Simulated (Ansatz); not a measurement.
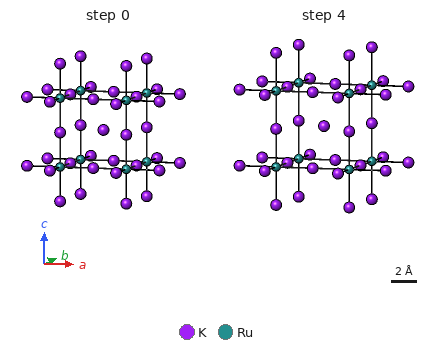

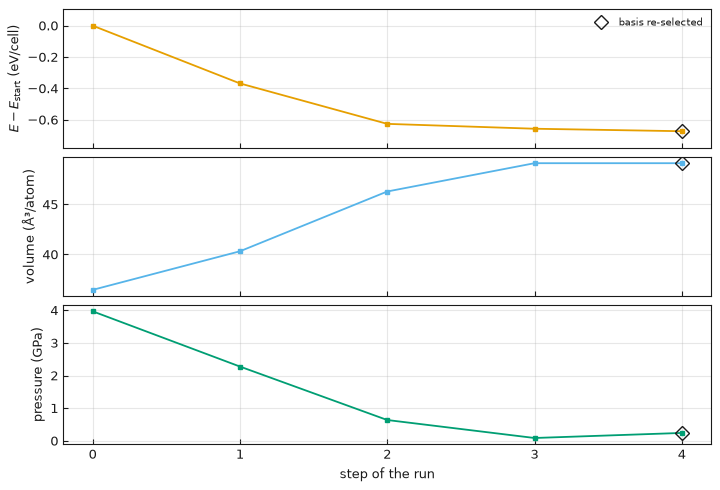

First and last geometry of a relaxation of solid K₄Ru (a generated structure, set up in Pm-3m) (coarse preliminary run), with the history of the run. Style: ball-and-stick. Shown: the cell of the calculation, slightly off an axis.

The calculation used Ansatz, DFT PBE, scalar-relativistic, plane waves, PAW.

Input
```yaml
crystal:
  lattice:
    - [5.67002495, 0.0, 0.0]
    - [0.0, 5.67002495, 0.0]
    - [0.0, 0.0, 5.67002495]
  atoms:
    - { symbol: K, position: [0.5, 0.0, 0.0] }
    - { symbol: K, position: [0.0, 0.5, 0.0] }
    - { symbol: K, position: [0.0, 0.0, 0.5] }
    - { symbol: K, position: [0.5, 0.5, 0.5] }
    - { symbol: Ru, position: [0.0, 0.0, 0.0] }
basis:
  ecutwfc: 420
kpoints:
  mp_grid: { grid: [4, 4, 4] }
hamiltonian:
  xc: pbe
scf:
  occupations: { method: gaussian, width: 0.1 }
  lower_state_search: "off"
output:
  forces: true
  stress: true
  eigenvalues: true
relax:
  adjacent_minimum: "off"
  f_tol: 0.04
  max_steps: 70
  cell: { stress_tol: 0.4 }
```

Launched with:
```bash
ansatz run input.yaml --threads 1 --pin off --max-ram 2048MiB --backend cpu --events-out ev --progress --plain --runs-dir out
```

What do the curves and the structures tell?

Answer. It converged. Over 3 accepted moves (4 points after the start) the energy falls by 0.673 eV per cell of the calculation. All forces vanish by symmetry, so only the cell relaxes. The pressure goes from 3.97 to 0.24 GPa. The SCF was repeated once at an unchanged geometry on a basis and grid sized afresh for the cell, which shifted the energy by 15.9 meV per cell of the calculation at most. The atoms keep their places relative to the cell (all moves are under 0.005 Å). The volume changes by +34.7 %, with a = b = c 5.670 → 6.262 Å (+10.4 %). Among the contacts that change: K1–Ru5 2.835 → 3.131 Å. The space group stays Pm-3m (No. 221).

```
step  E − E(0), meV/atom  pressure, GPa  volume, Å³/atom                      note
   0                0.00           3.97           36.457                          
   1              -73.62           2.28           40.317                          
   2             -125.17           0.64           46.291                          
   3             -131.38           0.09           49.121                          
   4             -134.55           0.24           49.121  same geometry, new basis
```
